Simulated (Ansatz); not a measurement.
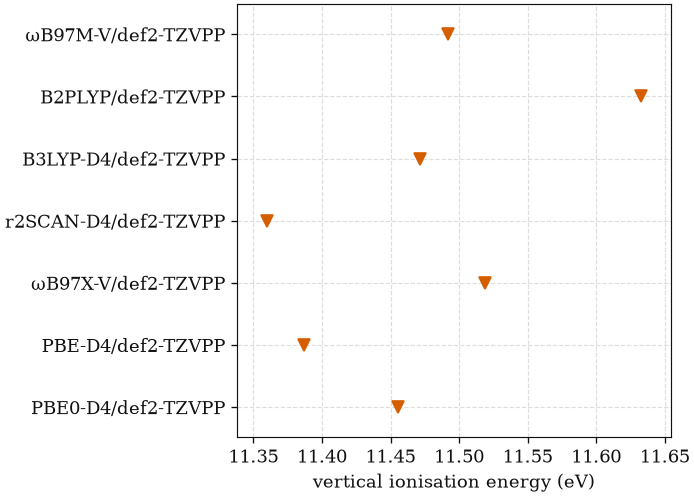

Vertical ionisation energy of C₃HN, SMILES C#CC#N, taken as the energy of the cation less that of the neutral at fixed geometry (unrestricted doublet cation, cores frozen in correlated methods, no spin-orbit coupling), the Ansatz code, at a PBE0-D4/def2-TZVP geometry (a minimum by its frequencies).

Q: What range do the values span?

A: From 11.36 eV (r2SCAN-D4/def2-TZVPP) to 11.63 eV (B2PLYP/def2-TZVPP).

Q: Give the values.

A:
```tsv
level	eV
ωB97M-V/def2-TZVPP	11.49
B2PLYP/def2-TZVPP	11.63
B3LYP-D4/def2-TZVPP	11.47
r2SCAN-D4/def2-TZVPP	11.36
ωB97X-V/def2-TZVPP	11.52
PBE-D4/def2-TZVPP	11.39
PBE0-D4/def2-TZVPP	11.46
```
